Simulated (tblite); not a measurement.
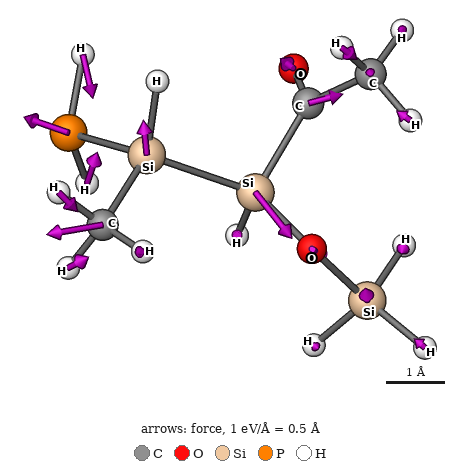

Starting geometry of C$_{3}$H$_{13}$O$_{2}$PSi$_{3}$ with the computed forces as purple arrows. The picture is a ball-and-stick view, seen at a tilt.

Theory: GFN2-xTB geometry optimisation, gas phase in tblite. 

Q: Is this structure relaxed? If not, where do the atoms go?

A: It isn't relaxed: the largest force vector, on an O atom, is 2.62 eV/Å. The final displacements have little in common with the starting forces (cosine between the two patterns 0.21). Over 232 geometry steps the energy falls by 1.794 eV. The atom that moves furthest after the best rigid fit is an H atom (2.37 Å). Largest moves by element: H 2.37 Å, Si 1.02 Å, O 0.98 Å, P 0.97 Å, C 0.89 Å. Near-neighbour distances that change, for instance: Si–Si 2.714 → 3.167 Å, Si–Si 2.198 → 2.326 Å, O–Si 1.726 → 1.625 Å, H–P 1.474 → 1.382 Å. Among the angles between lasting bonds that change: Si–O–Si 104.4° → 153.9°, Si–P–H 110.2° → 95.3°, Si–P–H 108.4° → 94.4°. Groups turn about O–Si by about 110°, O–Si by about 90°, P–Si by about 35°. Cost: 13 s on 1 thread of Intel(R) Xeon(R) Processor @ 2.50GHz, on a shared host.
